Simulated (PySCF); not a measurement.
C$_{6}$H$_{13}$FN$_{2}$Si

| atom | x (Å) | y (Å) | z (Å) |
| --- | --- | --- | --- |
| C | -2.1383 | 1.6308 | -0.4688 |
| N | -2.0617 | 0.7889 | 0.6854 |
| C | -1.4429 | -0.3044 | 0.7082 |
| C | -0.6549 | -0.9782 | -0.3706 |
| C | -0.2266 | -2.4148 | -0.0276 |
| C | 1.1842 | -1.9173 | 0.3139 |
| C | 0.8604 | -0.5740 | -0.3643 |
| N | 1.2674 | 0.6112 | 0.3223 |
| Si | 1.7814 | 2.0748 | -0.3997 |
| F | 2.5563 | 1.6129 | -1.7321 |
| H | -1.5127 | 1.3274 | -1.3143 |
| H | -1.8538 | 2.6358 | -0.1558 |
| H | -3.1833 | 1.6698 | -0.7823 |
| H | -1.4691 | -0.8245 | 1.6635 |
| H | -1.1473 | -0.8544 | -1.3366 |
| H | -0.2428 | -3.0719 | -0.8944 |
| H | -0.7757 | -2.8876 | 0.7851 |
| H | 1.3398 | -1.7981 | 1.3848 |
| H | 2.0167 | -2.4758 | -0.1067 |
| H | 1.2524 | -0.5241 | -1.3803 |
| H | 0.9359 | 0.6357 | 1.2744 |
| H | 2.7509 | 2.6901 | 0.4882 |
| H | 0.7589 | 2.9747 | -0.9232 |

Geometry: GFN2-xTB.

Level of theory: PBE0/pcSseg-1, SCF density, gas phase, non-relativistic in PySCF.

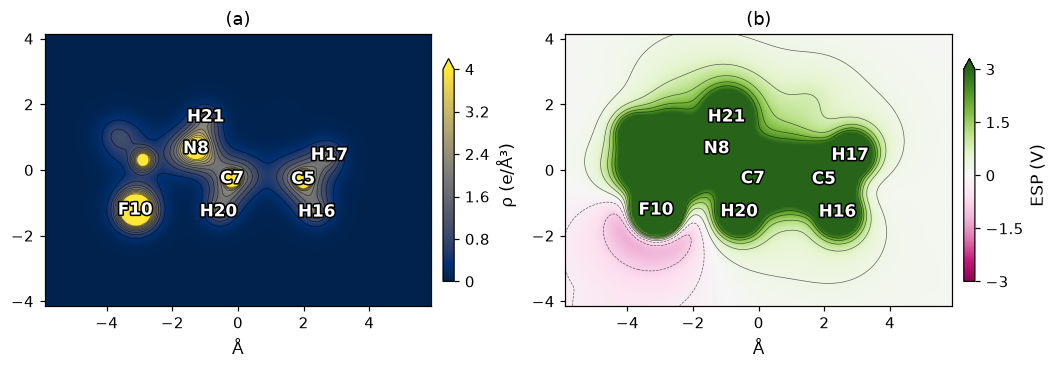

Figure 1. (a) total electron density; (b) molecular electrostatic potential on the plane of atoms H16, C5 and H17.

Question: Read the bonding off the picture.

Answer: Atoms in the plane: C, N, F and H.
N–H (1.01 Å): the density is about 2.8 e/Å³ at the midpoint.
C–N (1.43 Å): ρ at the midpoint is about 2 e/Å³.
Outside the dense part of the molecule the potential is most negative (−1.3 V) near F10.

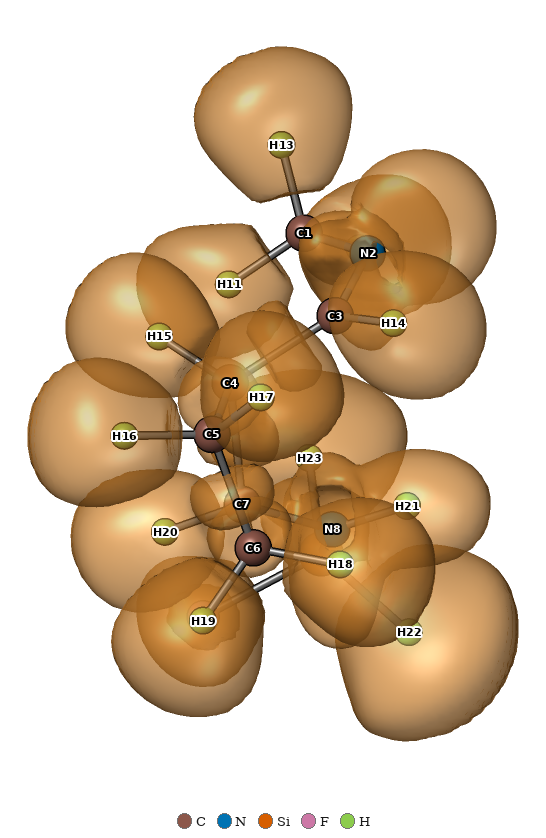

Figure 2. Isosurface of the ELF at 0.75 (orange), seen at an oblique angle. Only the valence region is drawn (cores and ρ < 0.01 e/Å³ removed).

Question: Where are the electrons localised?

Answer: At this value the surface marks out five regions between bonded C–C atoms (shared pairs), twelve regions around hydrogen nuclei, one region on N in which the atom's valence shell and bonds are merged, one region wrapped around F (its lone pairs, merged into a ring or cap) and one joined region spread over several atoms (H, N), in which their bonds and any lone pairs are merged.


C–N (1.26 Å): the ELF peaks at about 0.90 between the atoms: a multiple bond. C–C (1.50 Å): the ELF peaks at about 0.95 between the atoms, as expected for localised, covalent bonding.

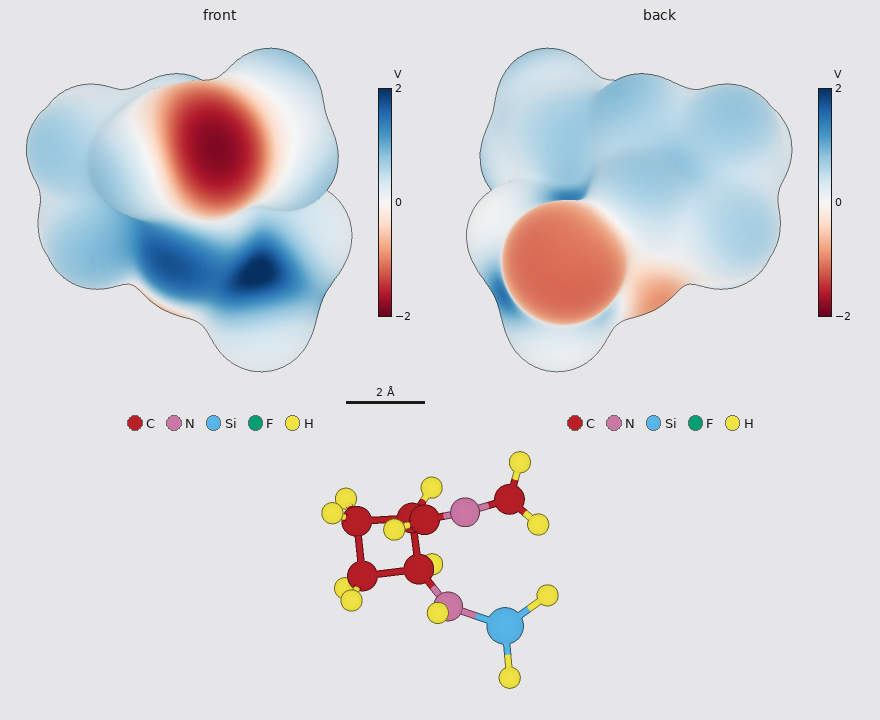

Figure 3. The electrostatic potential painted on the density surface at 0.002 e/bohr³, seen from the front and from behind; the colour scale runs from red (negative) to blue (positive). The bare structure is drawn below in the same view.

Question: Which sites attract a positive test charge, and which a negative one?

Answer: A positive charge is drawn to the negative regions and a negative charge to the positive ones. The most negative region (about −1.8 V) lies over N2, the most positive (about +1.9 V) over Si9. N2 is the likeliest acceptor of a hydrogen bond.
